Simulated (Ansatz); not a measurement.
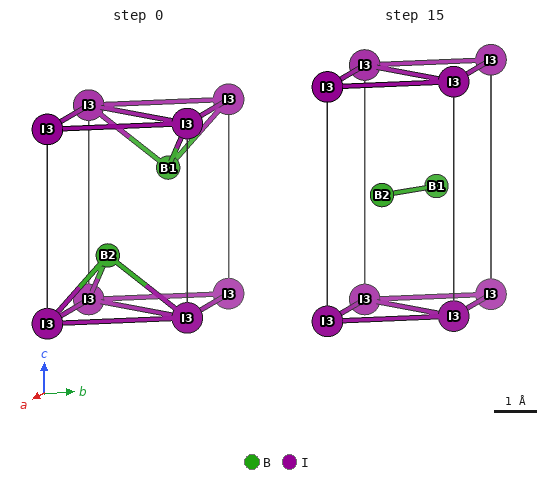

The structure of solid B₂I (a generated structure, set up in P-3m1) (coarse preliminary run) before (left) and after (right) a relaxation, at one scale.

The picture is a ball-and-stick view of the cell of the calculation, seen slightly off an axis.

Theory: Ansatz 0.2.0, DFT PBE, scalar-relativistic, plane waves, PAW. Set-up: plane-wave cutoff 420 eV; k-point mesh 6 × 6 × 4; occupations gaussian; smearing width 0.1 eV; no spin polarisation; cell and atoms relaxed; force threshold 0.04 eV/Å; at most 70 steps.

### Describe what moved and what it gained.

The largest moves relative to the cell, 1.15 Å, are those of B1 and B2. B1 goes along −c. I stays in place. Cell: a = b 3.474 → 3.136 Å (−9.7 %), c 4.773 → 5.758 Å (+20.6 %). Volume −1.7 %. Some distances before and after: B1–B2 2.770 → 1.811 Å, B1–I3 2.464 → 3.401 Å, I3–I3 3.474 → 3.136 Å. New bonds form: B1–B2 (2.77 → 1.81 Å). Bonds break: B1–I3 (2.46 → 3.40 Å), B2–I3 (2.46 → 3.40 Å). The space group (tolerance 0.01 Å) goes from P-3m1 (No. 164) to P6/mmm (No. 191). After 13 accepted moves (15 points after the start) the energy has fallen by 1196 meV per atom. The largest force component goes from 1.7 to 0.001 eV/Å. Pressure: −2.25 GPa at the start and 0.13 GPa at the end. The SCF was repeated twice at an unchanged geometry on a basis and grid sized afresh for the cell, which shifted the energy by 4.2 meV per atom at most.
